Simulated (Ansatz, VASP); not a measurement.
## NaCl (Halite) in two plane-wave programs

Aim: how closely do two programs agree when they are given the same cell, functional and k mesh? The cell is taken from a series of VASP runs on this material, whose earlier steps may have relaxed, scaled or displaced it; both programs get it as it stands. Valence electrons are named where the data sets of a main pair hold unlike numbers.

Calculated with Ansatz 0.2.0; plane waves, with VASP 6.6.1 beside it; band structure at HSE06.

### Step 1. Set-up

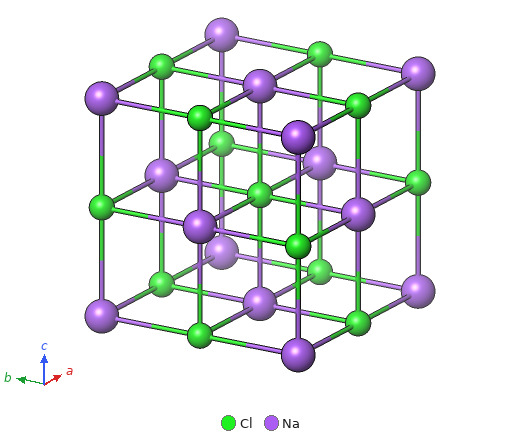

The cell as given, from a free direction (chlorine green, sodium purple). This picture shows the conventional cell, with its axes. Some periodic images of atoms are drawn too.

Coordinates:

```xyz
2
Lattice="0.0000 2.8203 2.8203 2.8203 0.0000 2.8203 2.8203 2.8203 0.0000" Properties=species:S:1:pos:R:3 pbc="T T T"
Cl    2.8203    2.8203    2.8203
Na    0.0000    0.0000    0.0000
```

### Step 2. VASP: band structure, HSE06

Levels along a path test the potential and the projectors away from the mesh points.

Lines of VASP's logs that name or quote its potential files are left out, and so is its time.

The run reads the wave functions of an earlier VASP run, which isn't shown here.

Input file INCAR:

```
SYSTEM = NaCl
PREC = Accurate
ENCUT = 350
EDIFF = 1E-06
NELM = 100
ISMEAR = 0
SIGMA = 0.03
LREAL = .FALSE.
ALGO = Normal
LHFCALC = .TRUE.
AEXX = 0.25
GGA = PE
HFSCREEN = 0.2
LASPH = .TRUE.
NBANDS = 13
PRECFOCK = Fast
LORBIT = 11
LWAVE = .FALSE.
LCHARG = .FALSE.
KPAR = 4
```

Input file POSCAR:

```
NaCl
1.0
    0.0000000000      2.8202800000      2.8202800000
    2.8202800000      0.0000000000      2.8202800000
    2.8202800000      2.8202800000      0.0000000000
Cl Na
1 1
Direct
    0.5000000000      0.5000000000      0.5000000000
    0.0000000000      0.0000000000      0.0000000000
```

Input file KPOINTS:

```
Automatic mesh
0
Gamma
5 5 5
0 0 0
```

Input file KPOINTS_OPT:

```
Line mode
10
Line-mode
Reciprocal
  0.00000000   0.00000000   0.00000000 GAMMA
  0.50000000   0.00000000   0.50000000 X

  0.50000000   0.00000000   0.50000000 X
  0.50000000   0.25000000   0.75000000 W

  0.50000000   0.25000000   0.75000000 W
  0.37500000   0.37500000   0.75000000 K

  0.37500000   0.37500000   0.75000000 K
  0.00000000   0.00000000   0.00000000 GAMMA

  0.00000000   0.00000000   0.00000000 GAMMA
  0.50000000   0.50000000   0.50000000 L

  0.50000000   0.50000000   0.50000000 L
  0.62500000   0.25000000   0.62500000 U

  0.62500000   0.25000000   0.62500000 U
  0.50000000   0.25000000   0.75000000 W

  0.50000000   0.25000000   0.75000000 W
  0.50000000   0.50000000   0.50000000 L

  0.50000000   0.50000000   0.50000000 L
  0.37500000   0.37500000   0.75000000 K

  0.62500000   0.25000000   0.62500000 U
  0.50000000   0.00000000   0.50000000 X
```

Potentials, in the order of the species: Cl and Na_pv (PBE family, release 64).

Run with:

```
mpirun -np 4 vasp_std
```

Numbers of over 12 decimals in the logs are rounded to 6 here.

Log:

```text
[banner, memory and clock lines left out]
running    4 mpi-ranks, on    1 nodes
 distrk:  each k-point on    1 cores,    4 groups
 distr:  one band on    1 cores,    1 groups

 POSCAR found type information on POSCAR ClNa
 POSCAR found :  2 types and       2 ions
 LDA part: xc-table for (Slater+PW92), standard interpolation
 found WAVECAR, reading the header
 POSCAR, INCAR and KPOINTS ok, starting setup
 FFT: planning ... GRIDC
 FFT: planning ... GRID_SOFT
 FFT: planning ... GRID
 reading WAVECAR
 the WAVECAR file was read successfully
 initial charge from wavefunction
 entering main loop
       N       E                     dE             d eps       ncg     rms          rms(c)
DAV:   1    -0.790196633292E+01   -0.79020E+01   -0.62008E-01   305   0.864E+00    0.140E+00
DAV:   2    -0.789813429542E+01    0.38320E-02   -0.24011E-02   290   0.225E+00    0.101E+00
DAV:   3    -0.789428918043E+01    0.38451E-02   -0.59775E-03   305   0.942E-01    0.648E-01
DAV:   4    -0.789383454402E+01    0.45464E-03   -0.12729E-03   305   0.396E-01    0.417E-01
DAV:   5    -0.789375417012E+01    0.80374E-04   -0.14473E-04   311   0.136E-01    0.251E-01
DAV:   6    -0.789372741766E+01    0.26752E-04   -0.21541E-05   260   0.551E-02    0.144E-01
DAV:   7    -0.789371998324E+01    0.74344E-05   -0.78428E-06   260   0.306E-02    0.803E-02
DAV:   8    -0.789371885586E+01    0.11274E-05   -0.29685E-06   275   0.172E-02    0.447E-02
DAV:   9    -0.789371896343E+01   -0.10757E-06   -0.12955E-06   270   0.108E-02
   1 F= -.78937190E+01 E0= -.78937190E+01  d E =-.325744E-13
 Start KPOINTS_OPT (optional k-point list driver)
k-point batch [1-10\100]
       N       E                     dE             ncg
DAV:   1    -0.825475775573E+03   -0.32688E+04      273
DAV:   2    -0.184232766586E+04   -0.10169E+04      275
DAV:   3    -0.192036322659E+04   -0.78036E+02      340
DAV:   4    -0.192215367347E+04   -0.17904E+01      300
DAV:   5    -0.192218777446E+04   -0.34101E-01      330
DAV:   6    -0.192218887632E+04   -0.11019E-02      318
DAV:   7    -0.192218891448E+04   -0.38154E-04      328
DAV:   8    -0.192218891602E+04   -0.15410E-05      283
DAV:   9    -0.192218891611E+04   -0.90052E-07      170
[...]
k-point batch [91-100\100]
       N       E                     dE             ncg
DAV:   1    -0.999238911677E+03   -0.50227E+04      291
DAV:   2    -0.188134765526E+04   -0.88211E+03      280
DAV:   3    -0.194656639149E+04   -0.65219E+02      325
DAV:   4    -0.194807671552E+04   -0.15103E+01      330
DAV:   5    -0.194810335257E+04   -0.26637E-01      366
DAV:   6    -0.194810409354E+04   -0.74097E-03      351
DAV:   7    -0.194810411759E+04   -0.24050E-04      372
DAV:   8    -0.194810411834E+04   -0.75293E-06      277
```

From OUTCAR (step 2):

```text
ion  position               nearest neighbor table
   1  0.500  0.500  0.500-
   2  0.000  0.000  0.000-

  LATTYP: Found a face centered cubic cell.
 ALAT       =     5.6405600000

 Subroutine GETGRP returns: Found 48 space group operations
 (whereof 48 operations were pure point group operations)

The static configuration has the point symmetry O_h .

 Found     10 irreducible k-points:

   k-points           NKPTS =     10   k-points in BZ     NKDIM =    125   number of bands    NBANDS=     13

   dimension x,y,z NGX =    24 NGY =   24 NGZ =   24
   dimension x,y,z NGXF=    48 NGYF=   48 NGZF=   48

   ENCUT  =  350.0 eV  25.72 Ry    5.07 a.u.   6.08  6.08  6.08*2*pi/ulx,y,z

   NELECT =      14.0000    total number of electrons

 k-points in reciprocal lattice and weights: Automatic mesh
   0.00000000  0.00000000  0.00000000       0.008
   0.20000000  0.00000000  0.00000000       0.064
   0.40000000  0.00000000  0.00000000       0.064
   0.20000000  0.20000000  0.00000000       0.048
   0.40000000  0.20000000  0.00000000       0.192
  -0.40000000  0.20000000  0.00000000       0.192
  -0.20000000  0.20000000  0.00000000       0.096
   0.40000000  0.40000000  0.00000000       0.048
  -0.40000000  0.40000000  0.00000000       0.096
  -0.40000000  0.40000000  0.20000000       0.192

  exchange ACFDT corr.  =         0.00000000  see jH, gK, PRB 81, 115126

 average (electrostatic) potential at core
       1 -89.6727       2 -41.1448

 E-fermi :  -1.5945

 k-point     1 :       0.0000    0.0000    0.0000
  band No.  band energies     occupation
    ...
      3     -24.6144      2.00000
      4     -15.5933      2.00000
      5      -1.7391      2.00000
      6      -1.7391      2.00000
      7      -1.7391      2.00000
      8       4.7522      0.00000
      9      10.9028      0.00000
     10      10.9028      0.00000
     11      10.9028      0.00000
     12      13.2328      0.00000
    ...

 k-point     2 :       0.2000    0.0000    0.0000
  band No.  band energies     occupation
    ...
      3     -24.6150      2.00000
      4     -15.4727      2.00000
      5      -2.5675      2.00000
      6      -1.8409      2.00000
      7      -1.8409      2.00000
      8       5.8569      0.00000
      9       9.8933      0.00000
     10      11.2434      0.00000
     11      11.2435      0.00000
     12      12.9115      0.00000
    ...

 k-point     3 :       0.4000    0.0000    0.0000
  band No.  band energies     occupation
    ...
      3     -24.6159      2.00000
      4     -15.2671      2.00000
      5      -3.6221      2.00000
      6      -1.9973      2.00000
      7      -1.9972      2.00000
      8       6.8589      0.00000
      9      10.2062      0.00000
     10      10.8756      0.00000
     11      10.8756      0.00000
     12      14.9194      0.00000
    ...

  energy-cutoff  :      350.00
  volume of cell :       44.86
      direct lattice vectors                 reciprocal lattice vectors
     0.000000000  2.820280000  2.820280000    -0.177287362  0.177287362  0.177287362
     2.820280000  0.000000000  2.820280000     0.177287362 -0.177287362  0.177287362
     2.820280000  2.820280000  0.000000000     0.177287362  0.177287362 -0.177287362

 POSITION                                       TOTAL-FORCE (eV/Angst)
 -----------------------------------------------------------------------------------
      2.82028      2.82028      2.82028         0.000000     -0.000000      0.000000
      0.00000      0.00000      0.00000        -0.000000      0.000000     -0.000000
 -----------------------------------------------------------------------------------
    total drift:                               -0.000006      0.000002     -0.000004

  FREE ENERGIE OF THE ION-ELECTRON SYSTEM (eV)
  ---------------------------------------------------
  free  energy   TOTEN  =        -7.8937189634 eV

  energy  without entropy=       -7.8937189634  energy(sigma->0) =       -7.89371896

 total charge
# of ion       s       p       d       tot
------------------------------------------
    1        1.581   3.601   0.000   5.182
    2        0.039   5.982   0.000   6.022
--------------------------------------------------
tot          1.620   9.583   0.000  11.203

[... 3 further parts left out ...]
```

The k-mesh is coarse for exact exchange; levels may shift by about 0.1 eV on a finer one.

(Part 1 of 2 ends here.)

[Lines on the potential files, build, host, timing and source positions are cut from VASP's logs without a mark.]

[Logs are printed without paths, hosts, clocks, repeated set-up lines and the standing remarks that a program may print on its own settings, such as how far it seeks lower states.]

[Hosts, paths, dates, database ids (printed as entryN), source tags and the programs' standing remarks are cut or masked in the printed files.]
